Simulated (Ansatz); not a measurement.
Start from PbS in the rock salt structure (space group Fm-3m, No. 225; a = 5.975 Å). Axes: x, y, z lie along the cube axes.

It is then changed as follows: compressive biaxial strain of 1.50 % in the plane normal to [001], as in epitaxy on a mismatched substrate; the out-of-plane cell vector and the atoms relax.

Computed with Ansatz (a quantum-chemistry and plane-wave program) r2SCAN, no spin-orbit coupling.

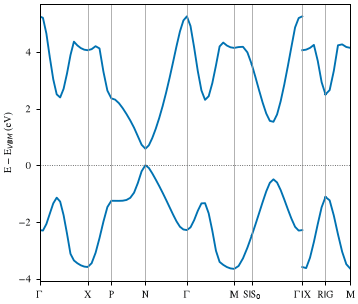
Figure: Highest valence and lowest conduction band along the path of the changed cell's own zone

Task: From the figure, how large is the changed gap, and is it direct?

Result: About 0.6 eV, direct at N.

Spin-orbit coupling, missing from the scalar runs, can matter with Pb. Whether these cells are dynamically stable was not tested. k-point labels follow each cell's own Brillouin zone.
